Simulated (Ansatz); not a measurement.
## Electronic structure of C$_{2}$H$_{10}$AlNO in real space

The calculation's input:

```
crystal:
  periodic: [false, false, false]
  atoms:
    - { symbol: Al, position_ang: [-0.655257, 1.544374, 1.062146] }
    - { symbol: "N", position_ang: [-0.415032, -0.526204, -1.362961] }
    - { symbol: C, position_ang: [0.130907, -0.035093, -2.619619] }
    - { symbol: H, position_ang: [-0.158375, 2.801117, 0.210876] }
    - { symbol: H, position_ang: [-2.087279, 1.354334, 1.76826] }
    - { symbol: H, position_ang: [0.251214, -0.63051, -0.59965] }
    - { symbol: O, position_ang: [0.630073, 0.301767, 1.438277] }
    - { symbol: C, position_ang: [0.62792, -0.749793, 2.405409] }
    - { symbol: H, position_ang: [-1.06743, -1.295193, -1.434739] }
    - { symbol: H, position_ang: [-0.68253, 0.279129, -3.283466] }
    - { symbol: H, position_ang: [0.749269, 0.846953, -2.421972] }
    - { symbol: H, position_ang: [0.750358, -0.768176, -3.163298] }
    - { symbol: H, position_ang: [1.048085, -0.401241, 3.362082] }
    - { symbol: H, position_ang: [-0.383237, -1.149609, 2.600007] }
    - { symbol: H, position_ang: [1.261215, -1.571756, 2.038747] }
basis:
  gaussian: { orbitals: "6-31G" }
hamiltonian:
  xc: pbe0
  dispersion: d4
relax:
  f_tol: 0.03
  max_steps: 50
output:
  orbitals: {}
```

Launched as:

```sh
ansatz run input.yaml --threads 1 --pin off --max-ram 2048MiB --backend cpu --events-out ev --progress --plain --runs-dir out
```

The fields are those of the relaxed geometry.

Level of theory: RKS PBE0-D4/6-31G in Ansatz 0.2.0.

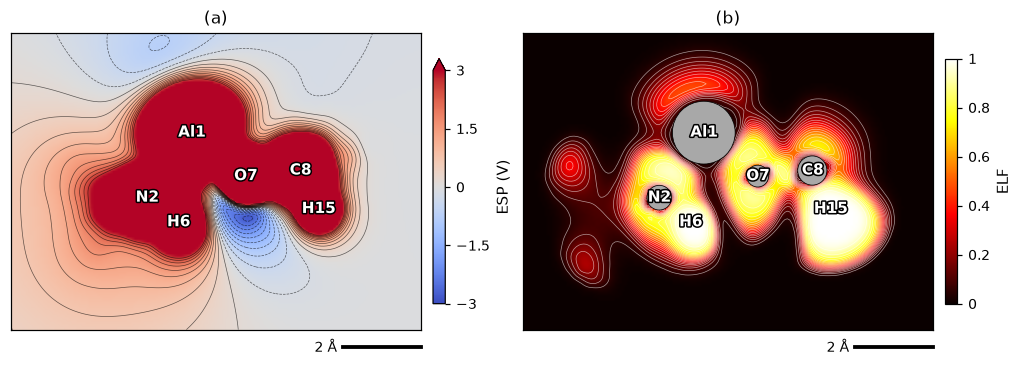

Figure 1. (a) molecular electrostatic potential; (b) ELF on the plane of atoms N2, Al1 and O7. Grey discs cover the atomic cores in the ELF map.

Q: Describe what can be read from this map.

A:
- Atoms in the plane: Al, N, H, O and C.
- C–O (1.42 Å): the ELF peaks at about 0.90 between the atoms; a shared but strongly polarised pair.
- Al–O (1.79 Å): the ELF peaks at about 0.85 in the valence shell of O, 0.6 Å from its nucleus, and is about 0.40 at the midpoint.
- Al–N (2.03 Å): the ELF peaks at about 0.95 in the valence shell of N, 0.7 Å from its nucleus, and is about 0.65 at the midpoint.
- N–H (1.03 Å): the ELF climbs to about 1 towards the hydrogen, as it does in any bond to H; a covalent bond by its length.
- C–H (1.10 Å): the ELF climbs to about 1 towards the hydrogen: an ordinary covalent bond to hydrogen.
- The ELF also peaks beside O7, away from the bonds: lone-pair regions.
- Outside the dense part of the molecule the potential is most negative (−2.6 V) near O7.

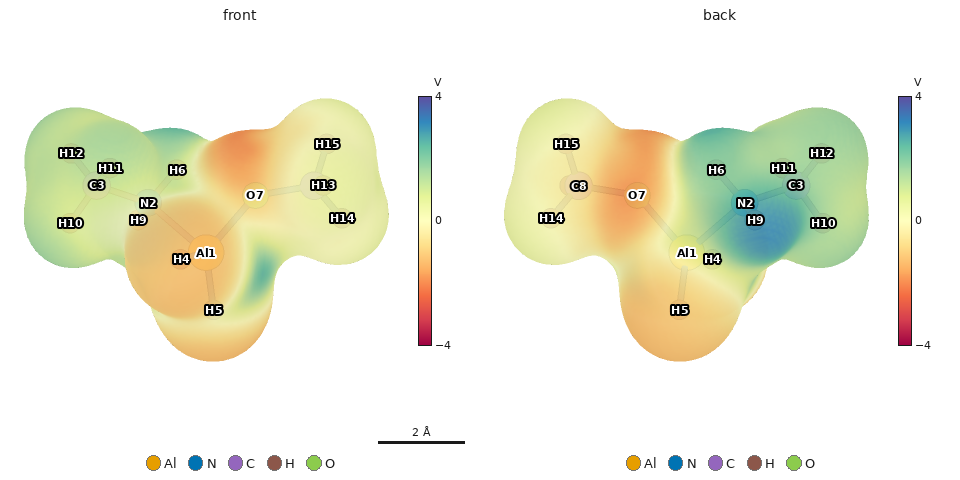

Figure 2. The molecular electrostatic potential painted on the density surface at 0.004 e/bohr³, seen from the front and from behind; the colour scale runs from red (negative) to blue (positive).

Q: Where is the surface potential most negative and most positive?

A: The most negative region (about −1.9 V) lies over O7, the most positive (about +3.1 V) over H9. O7 is the likeliest acceptor of a hydrogen bond.

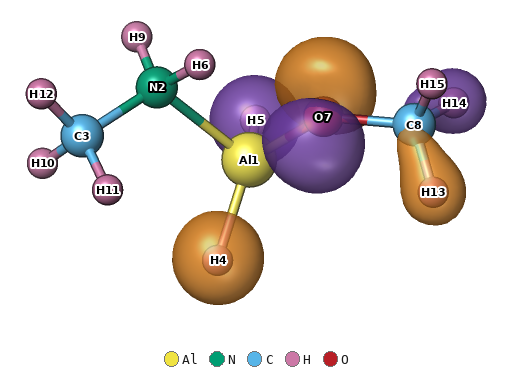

Figure 3. The HOMO at ±0.15 Å⁻³ᐟ² (orange and purple are the two phases), seen from one side.

Q: Describe this orbital and give its energy.

A: It lies mainly on O7 (about 50 %), H5 (about 10 %), H4 (about 10 %) and C8 (about 10 %). Its energy is −6.37 eV.
